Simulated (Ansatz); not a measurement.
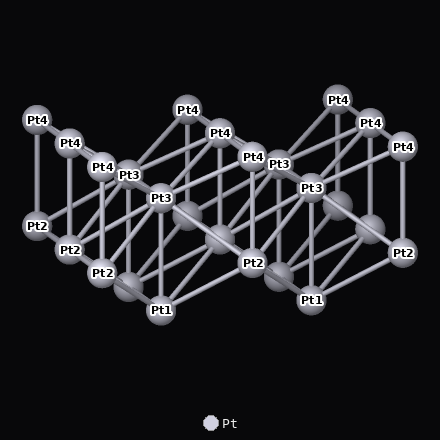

The system is C on a Pt(110) slab cut from the Fm-3m phase, its upper half relaxed before the scan (4 atoms of substrate and one adsorbate in a 1 × 1 cell); the picture shows it without the atoms that are moved over the map. C is moved along a line over the surface and along the normal, above a rigid substrate. The first coordinate is: position of C5 along the second surface vector, from above Pt4; the second: height of C5 above the plane of Pt4. The scan uses a 6 × 8 grid; 24 points were computed and 11 follow by symmetry. At 13 points there is no value (left out of the scan, as a rule where atoms come close). Points are written as (first, second). All energies are given in eV relative to the lowest grid point. All numbers below come from Ansatz 0.2.0, DFT PBEsol, scalar-relativistic, plane waves, PAW. Settings: cutoff 420 eV, k-mesh 10×7×1, gaussian smearing 0.1 eV, spin-polarised.

Range: position of C5 along the second surface vector from 0.00 to 3.27 Å; height of C5 above the plane of Pt4 from 0.37 to 3.87 Å.

### What landscape does the calculation give?

The lowest grid point is at (1.96 Å, 0.37 Å) [nearest 2 Pt at 1.99 Å]. It lies at the edge of the scanned range, so the true minimum may lie outside. The highest grid point, (1.96 Å, 3.87 Å), lies 6.1 eV above the lowest.

```csv
"second ↓, first →",0.00,0.65,1.31,1.96,2.61,3.27
3.87,6.1,6.1,6.1,6.1,6.1,6.1
3.17,5.7,5.8,5.9,6.0,5.9,5.8
2.67,4.8,5.0,5.4,5.6,5.4,5.0
2.27,3.4,3.8,4.6,4.9,4.6,3.8
1.80,1.3,1.8,3.1,3.8,3.1,1.8
1.32,–,–,1.7,2.4,1.7,–
0.85,–,–,–,1.0,–,–
0.37,–,–,–,0.0,–,–
```

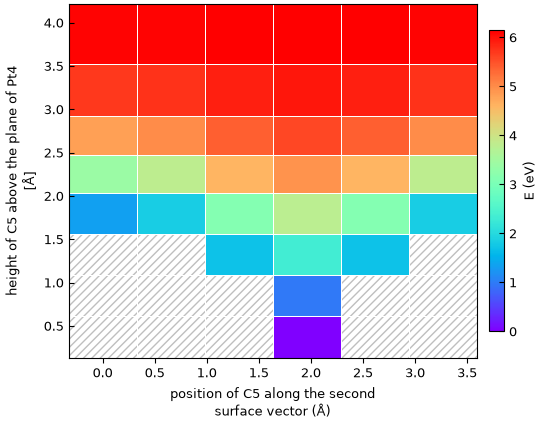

In the figure: one coloured cell a grid point, hatched blanks where no value was computed.

Each point was launched as `ansatz run input.yaml --threads 1 --pin off --max-ram 3072MiB --backend cpu --events-out ev --progress --plain --runs-dir out`. The whole map (24 points run) took 29 min on 1 thread of Arm Neoverse V2, with other jobs on the host.

PAW datasets: the set soft_1.
